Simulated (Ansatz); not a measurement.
CH$_{4}$AlCl: several calculations on one system

## 1. Relaxation

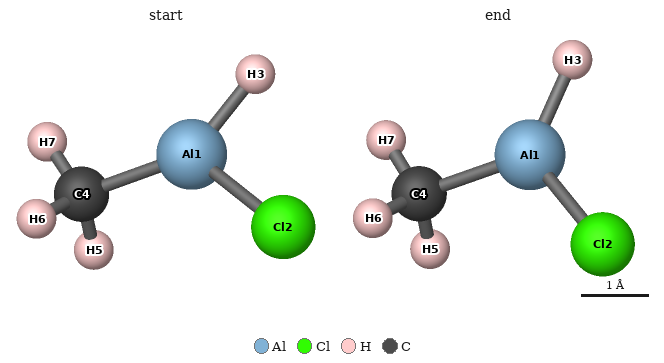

The structure of CH₄AlCl before (left) and after (right) a relaxation, at one scale.

Style: ball-and-stick. Shown at a tilt.

The run prepares an end point of a later path (reaction) calculation, from a guessed geometry.

Level of theory: Ansatz, RKS PBE0-D4/def2-SVP.

The input:
```yaml
crystal:
  periodic: [false, false, false]
  atoms:
    - { symbol: Al, position_ang: [0.23483, 0.000506, -0.12494] }
    - { symbol: Cl, position_ang: [0.820095, 0.004501, 1.971726] }
    - { symbol: H, position_ang: [1.744037, -0.006545, -0.479725] }
    - { symbol: C, position_ang: [-1.542645, 0.00195, -0.884864] }
    - { symbol: H, position_ang: [-2.084745, -0.912607, -0.588868] }
    - { symbol: H, position_ang: [-2.123772, 0.858177, -0.502467] }
    - { symbol: H, position_ang: [-1.5365, 0.054018, -1.982361] }
basis:
  gaussian: { orbitals: def2-SVP }
hamiltonian:
  xc: pbe0
  dispersion: d4
relax:
  f_tol: 0.03
  max_steps: 50
```

Launched with:
```bash
ansatz run input.yaml --threads 1 --pin off --max-ram 2048MiB --backend cpu --events-out ev --progress --plain --runs-dir out
```

**What changed between the two?**

Over 4 geometry steps the energy falls by 44.8 kJ/mol. Largest force component: 1.4 eV/Å at the start, 0.016 eV/Å at the end. H3 moves most after the best rigid fit: 0.39 Å. Largest moves by element: H 0.39 Å, Cl 0.32 Å, Al 0.11 Å, C 0.10 Å. Among the contacts that change: Al1–Cl2 2.177 → 2.115 Å, Al1–H3 1.550 → 1.581 Å, Al1–C4 1.933 → 1.944 Å. Bond angles that change, for instance: Cl2–Al1–H3 87.6° → 115.7°, H3–Al1–C4 143.6° → 125.3°, Cl2–Al1–C4 128.7° → 119.0°.

## 2. Relaxation

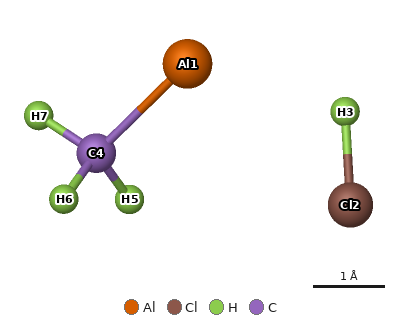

CH$_{4}$AlCl, before the relaxation. The picture is a ball-and-stick view, seen at a tilt.

The run prepares an end point of a later path (reaction) calculation, from a guessed geometry.

These are results of RKS PBE0-D4/def2-SVP in Ansatz 0.2.0, not measurements.

Input
```yaml
crystal:
  periodic: [false, false, false]
  atoms:
    - { symbol: Al, position_ang: [0.229438, 0.022042, -1.260103] }
    - { symbol: Cl, position_ang: [1.423505, -0.018843, 1.955904] }
    - { symbol: H, position_ang: [2.074861, 0.00737, 0.789975] }
    - { symbol: C, position_ang: [-1.747631, 0.00072, -1.04874] }
    - { symbol: H, position_ang: [-2.10066, -0.910386, -0.531046] }
    - { symbol: H, position_ang: [-2.113603, 0.866361, -0.466199] }
    - { symbol: H, position_ang: [-2.25461, 0.032735, -2.031292] }
basis:
  gaussian: { orbitals: def2-SVP }
hamiltonian:
  xc: pbe0
  dispersion: d4
relax:
  f_tol: 0.03
  max_steps: 50
```

Launched with:
```bash
ansatz run input.yaml --threads 1 --pin off --max-ram 2048MiB --backend cpu --events-out ev --progress --plain --runs-dir out
```

**Where does the relaxation end?**

Over 17 accepted moves (22 points after the start) the energy falls by 5.27 kJ/mol. Largest force component: 0.9 eV/Å at the start, 0.0077 eV/Å at the end. The line search rejected the trial steps at points 2, 8, 10, 15, 20 of the run. The forces were under the threshold at step 7, but the run went on from there. The atom that moves furthest after the best rigid fit is Cl2 (0.74 Å). Largest moves by element: Cl 0.74 Å, H 0.37 Å, Al 0.32 Å, C 0.11 Å. Some distances before and after: Al1–Cl2 3.431 → 3.074 Å, Cl2–H3 1.336 → 1.288 Å, Al1–C4 1.988 → 2.000 Å.

Final geometry:

```xyz
7

Al    0.2542    0.0399   -1.5765
Cl    0.9048   -0.0235    1.4274
H     2.1632   -0.0014    1.1523
C    -1.6563    0.0021   -0.9867
H    -1.8952   -0.9047   -0.3998
H    -1.9168    0.8718   -0.3545
H    -2.3426    0.0158   -1.8537
```

The end point in the same view:

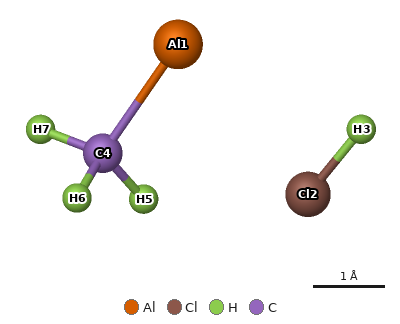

Limits of the set-up: the start holds two separate molecules, 2.8 Å apart at their closest, whose relative position is a soft coordinate.

## 3. Path

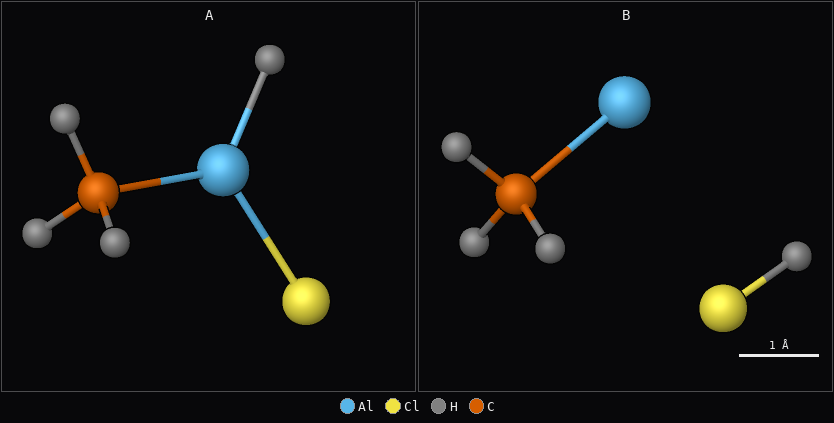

The two relaxed end points of a path for CH₄AlCl. A ball-and-stick model, seen at a tilt.

The calculation used RKS PBE0-D4/def2-SVP (Ansatz 0.2.0).

Run with 7 movable images; climbing image; force threshold 0.05 eV/Å; iteration limit 60.

Start:
```xyz
7

Al    0.3140    0.0005   -0.0433
Cl    0.5094    0.0063    2.0626
H     1.6694   -0.0085   -0.8577
C    -1.4662    0.0023   -0.8235
H    -2.0209   -0.9103   -0.5462
H    -2.0636    0.8552   -0.4599
H    -1.4309    0.0544   -1.9235
```

End:
```xyz
7

Al    0.2538    0.0469   -1.5765
Cl    0.9055   -0.0372    1.4266
H     2.1638   -0.0148    1.1512
C    -1.6566    0.0074   -0.9863
H    -1.8963   -0.9030   -0.4053
H    -1.9158    0.8731   -0.3483
H    -2.3432    0.0276   -1.8529
```

Predict the minimum-energy path and its barrier.

Answer. Forward barrier 3.05 eV, backward barrier 0.26 eV, with image 4 at the top; the reaction energy is +2.78 eV. Breaking: Al1–Cl2 (2.11 → 2.60 at the top → 3.07 Å), Al1–H3 (1.58 → 1.76 at the top → 3.33 Å). Forming: Cl2–H3 (3.14 → 1.57 at the top → 1.29 Å). The band converged in 13 iterations. The largest component of the band force went from 4.1 to 0.013 eV/Å. The climbing image converged on the top of the path. Its vibrational analysis gives one imaginary mode (774i cm⁻¹), as a transition state must have.

Energies of the converged images:

```json
{"image": "0", "path (Å)": "0.00", "E (eV)": "0.000"}
{"image": "1", "path (Å)": "0.48", "E (eV)": "0.103"}
{"image": "2", "path (Å)": "0.97", "E (eV)": "0.732"}
{"image": "3", "path (Å)": "1.45", "E (eV)": "2.168"}
{"image": "4", "path (Å)": "1.94", "E (eV)": "3.047"}
{"image": "5", "path (Å)": "2.31", "E (eV)": "2.875"}
{"image": "6", "path (Å)": "2.68", "E (eV)": "2.814"}
{"image": "7", "path (Å)": "3.04", "E (eV)": "2.798"}
{"image": "8", "path (Å)": "3.41", "E (eV)": "2.784"}
```

The geometry at the top of the path:

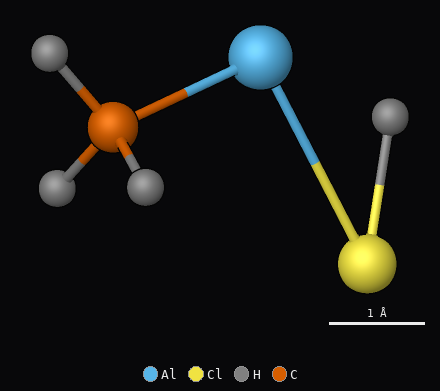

Cost: 3.3 min on 1 thread of Arm Neoverse V1, on a shared host, peak memory 0.13 GiB.
